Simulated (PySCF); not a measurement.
# Run report: C$_{5}$H$_{13}$NO$_{3}$Si, NMR shielding calculation

C$_{5}$H$_{13}$NO$_{3}$Si, computed with GIAO PBE0/pcSseg-1 NMR shielding, non-relativistic, gas phase (PySCF 2.14.0).

The geometry comes from this level: GFN2-xTB. It belongs to a series of runs on one base structure; here: constitutional isomer. Figures and captions count atoms from 1; the log counts them from 0 in places.

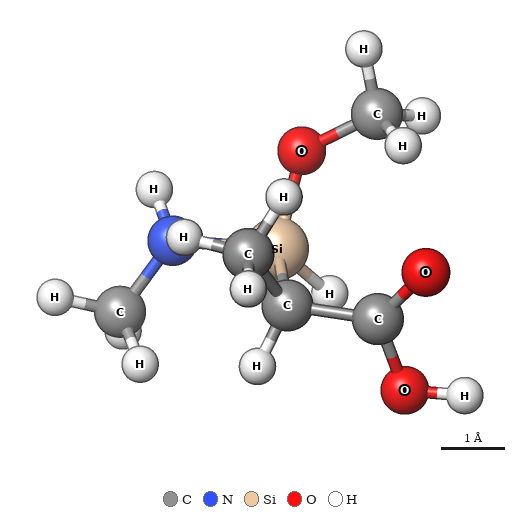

Figure 1. The input geometry (ball-and-stick view, seen at a tilt).

Input file:
```
{"job": {"kind": "nmr", "xc": "PBE0", "basis": "pcSseg-1"}, "charge": 0, "multiplicity": 1}
C     -1.074718    -2.137758     1.948490
N     -1.340272    -0.834273     1.391274
Si    -0.799004    -0.343824    -0.156729
O     -1.512618     1.103069    -0.262650
C     -1.340222     2.106792    -1.224745
C      1.127627    -0.227513    -0.057136
C      1.560816     0.845181     0.937498
C      1.591352     0.068502    -1.431214
O      1.753232     1.162354    -1.916763
O      1.760140    -1.051150    -2.163937
H     -0.078760    -2.453501     1.649615
H     -1.788284    -2.894089     1.605240
H     -1.114872    -2.094024     3.038210
H     -2.237194    -0.475366     1.681659
H     -1.133788    -1.200382    -1.306556
H     -0.293138     2.218398    -1.504537
H     -1.921160     1.871380    -2.119118
H     -1.703408     3.042322    -0.798382
H      1.524670    -1.202193     0.227535
H      2.642101     0.836511     1.068648
H      1.087653     0.676898     1.901282
H      1.271368     1.827311     0.572796
H      2.013727    -0.817659    -3.070404
```

The first line tells a small driver script what to run in PySCF; the rest is the geometry in Å.

Run as:
```bash
OMP_NUM_THREADS=1 python <driver script> task.json out
```

Log:
```
coarse grid: 19440 points
cycle   1  E = -767.2977540301  dE =  1.447e+00  |g| = 1.145e+00  |ddm| = 4.211e+00
cycle   2  E = -766.8748884368  dE =  4.229e-01  |g| = 1.900e+00  |ddm| = 2.310e+00
cycle   3  E = -767.5227629520  dE = -6.479e-01  |g| = 3.124e-01  |ddm| = 1.660e+00
cycle   4  E = -767.5402226250  dE = -1.746e-02  |g| = 9.678e-02  |ddm| = 2.694e-01
cycle   5  E = -767.5416702419  dE = -1.448e-03  |g| = 2.964e-02  |ddm| = 7.314e-02
cycle   6  E = -767.5418464745  dE = -1.762e-04  |g| = 7.331e-03  |ddm| = 2.904e-02
cycle   7  E = -767.5418565940  dE = -1.012e-05  |g| = 1.894e-03  |ddm| = 6.482e-03
cycle   8  E = -767.5418572553  dE = -6.613e-07  |g| = 5.488e-04  |ddm| = 1.872e-03
final grid: 182424 points
cycle   9  E = -767.6295761327  dE = -4.319e-05  |g| = 1.538e-02  |ddm| = 3.313e-02
cycle  10  E = -767.6295161467  dE =  5.999e-05  |g| = 2.362e-02  |ddm| = 2.661e-02
cycle  11  E = -767.6296211490  dE = -1.050e-04  |g| = 2.898e-03  |ddm| = 1.720e-02
cycle  12  E = -767.6296227148  dE = -1.566e-06  |g| = 5.854e-04  |ddm| = 2.204e-03
cycle  13  E = -767.6296227690  dE = -5.412e-08  |g| = 2.098e-04  |ddm| = 5.182e-04
cycle  14  E = -767.6296227774  dE = -8.456e-09  |g| = 3.949e-05  |ddm| = 1.694e-04
cycle  15  E = -767.6296227777  dE = -2.553e-10  |g| = 1.525e-05  |ddm| = 4.307e-05
```

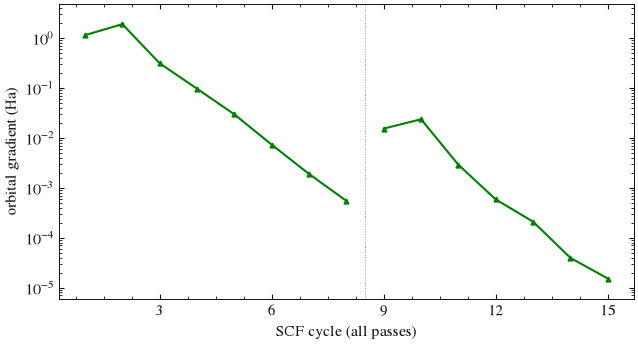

Figure 2. Convergence of the self-consistent field: orbital gradient against the SCF cycle. The dotted line marks the change from a coarse to the final integration grid. The first 8 cycles use a coarse grid, the final grid takes over at cycle 9, and the field converges after 15 cycles in all.

```
converged SCF energy = -767.6296227777

GIAO shielding tensors (ppm)
atom      isotropic    diamagn.    paramagn.     s11        s22        s33       span
  0 C      158.326     242.172     -83.846    134.755    152.984    187.239     52.484
  1 N      244.282     325.045     -80.762    202.736    255.163    274.948     72.212
  2 Si     368.603     883.353    -514.750    344.886    362.256    398.667     53.781
  3 O      328.288     400.346     -72.059    297.470    331.627    355.766     58.296
  4 C      134.691     244.587    -109.896    108.497    109.908    185.668     77.171
  5 C      154.281     257.953    -103.672    132.965    154.270    175.607     42.642
  6 C      175.977     247.294     -71.317    167.281    174.326    186.325     19.044
  7 C        3.576     254.215    -250.639   -102.431     38.860     74.300    176.731
  8 O      -84.712     403.072    -487.785   -329.984   -214.632    290.479    620.463
  9 O      117.484     392.304    -274.820    -28.214    130.398    250.268    278.482
 10 H       29.426      30.475      -1.049     24.498     29.305     34.476      9.977
 11 H       28.898      27.322       1.576     23.283     26.559     36.851     13.568
 12 H       28.923      27.559       1.364     23.796     26.575     36.397     12.601
 13 H       31.570      33.979      -2.408     21.795     31.267     41.650     19.855
 14 H       26.439      31.960      -5.521     23.287     25.006     31.024      7.737
 15 H       27.082      31.472      -4.390     20.499     28.912     31.835     11.336
 16 H       28.118      29.166      -1.048     24.146     25.359     34.850     10.704
 17 H       27.996      28.880      -0.884     23.758     25.379     34.852     11.094
 18 H       29.487      34.676      -5.189     26.197     29.246     33.017      6.820
 19 H       30.477      29.863       0.614     25.501     27.887     38.044     12.543
 20 H       30.305      31.903      -1.599     24.818     29.860     36.237     11.419
 21 H       29.954      32.176      -2.222     26.090     28.636     35.136      9.046
 22 H       25.669      30.619      -4.950     19.642     22.987     34.378     14.736
```

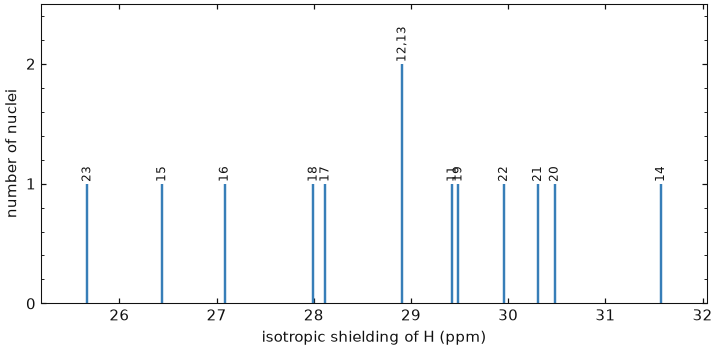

Figure 3. Isotropic shieldings of the hydrogen nuclei in this fixed geometry, labelled by atom number; shielding grows to the right, so chemical shift grows to the left. The least shielded is H23 (25.7 ppm), the most shielded H14 (31.6 ppm).

Key numbers:

| quantity | value |
| --- | --- |
| outcome | converged |
| total energy | −767.629623 hartree |
| HOMO | −6.79 eV |
| LUMO | 0.21 eV |
| dipole moment | 1.78 D |
| isotropic shielding, C | 3.6 to 176.0 ppm |
| isotropic shielding, N | 244.3 ppm |
| isotropic shielding, Si | 368.6 ppm |
| isotropic shielding, O | −84.7 to 328.3 ppm |
| isotropic shielding, H | 25.7 to 31.6 ppm |
| hardware | 1 CPU thread, shared host |
| wall time | 2.5 min |
| peak memory | 1.1 GiB |
